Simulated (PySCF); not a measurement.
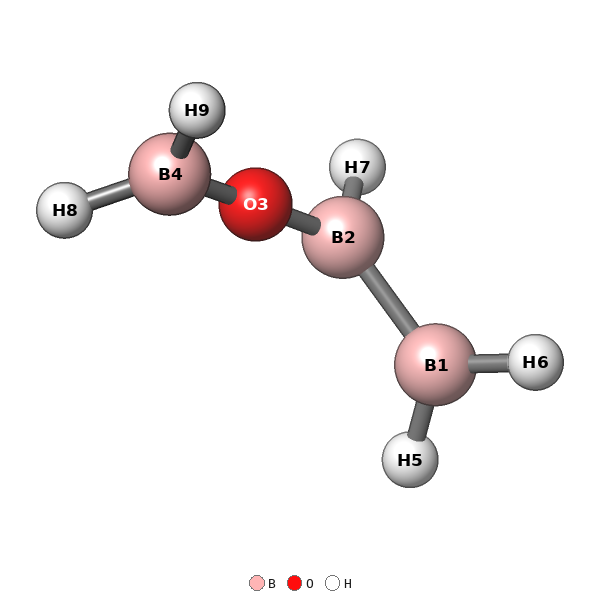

Computed geometry: GFN2-xTB optimisation. No frequency run is at hand to confirm it as a minimum. Electric field gradients from the ground-state density, PBE0/pcSseg-1 (PySCF 2.14.0), non-relativistic apart from any core potentials.

Give the largest field-gradient component, the quadrupole coupling constant and the asymmetry for 11B at B1 (Q = 40.59 mb), 11B at B2 (Q = 40.59 mb), 17O at O3 (Q = −25.6 mb), 11B at B4 (Q = 40.59 mb).

```csv
atom,V_zz (a.u.),e²qQ/h (MHz),η
B1,0.690,6.58,0.12
B2,0.450,4.29,0.51
O3,0.763,−4.59,0.16
B4,0.450,4.29,0.44
```

The geometry is semi-empirical. Around B such bond lengths and angles can be off by a tenth of an ångström or more and by several degrees, and values that hang on the shape move with them.
